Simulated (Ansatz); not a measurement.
Reaction (SMILES): [CH]=C=O → [CH-]=C=O (an electron is taken up)
B3LYP-D3(BJ)/def2-TZVP geometries, fixed; electronic energies without zero-point terms; positive where energy is released.

Basis-set convergence of the adiabatic electron affinity at PBE with Ansatz (a program for electronic structure). All functions are spherical. The program fits the integrals of some runs and decomposes those of others, by size. Open shells are unrestricted. No added dispersion term, no relativity. Functions are those of the species that has most. Reference: the value in aug-pcseg-3, 2.240 eV, itself unsure by roughly 0.020 eV (its mean distance from aug-cc-pVQZ, def2-QZVPPD). Deviations are taken from unrounded values.

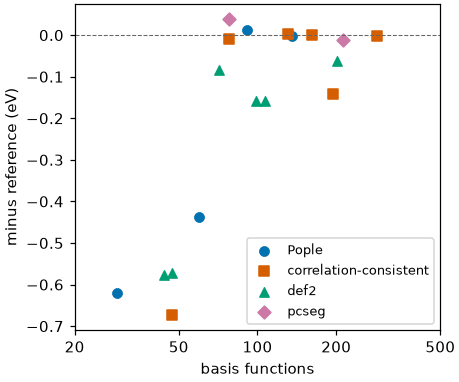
Fig. 1. Deviation from the reference against the number of basis functions, by family of sets.

```tsv
basis	functions	adiabatic electron affinity (eV)	minus reference (eV)
6-31G	29	1.620	-0.620
def2-SV(P)	44	1.663	-0.577
cc-pVDZ	47	1.566	-0.674
def2-SVP	47	1.667	-0.573
6-311G**	60	1.803	-0.437
def2-SVPD	71	2.156	-0.084
aug-cc-pVDZ	78	2.231	-0.009
aug-pcseg-1	78	2.280	0.040
6-311++G(2d,2p)	91	2.253	0.012
def2-TZVP	99	2.081	-0.159
def2-TZVPP	107	2.082	-0.158
jun-cc-pV(T+d)Z	131	2.242	0.002
6-311++G(3df,3pd)	135	2.237	-0.003
aug-cc-pVTZ	161	2.241	0.001
cc-pVQZ	195	2.099	-0.141
def2-QZVPP	201	2.177	-0.063
pcseg-3	213	2.227	-0.013
aug-cc-pVQZ	286	2.239	-0.001
```
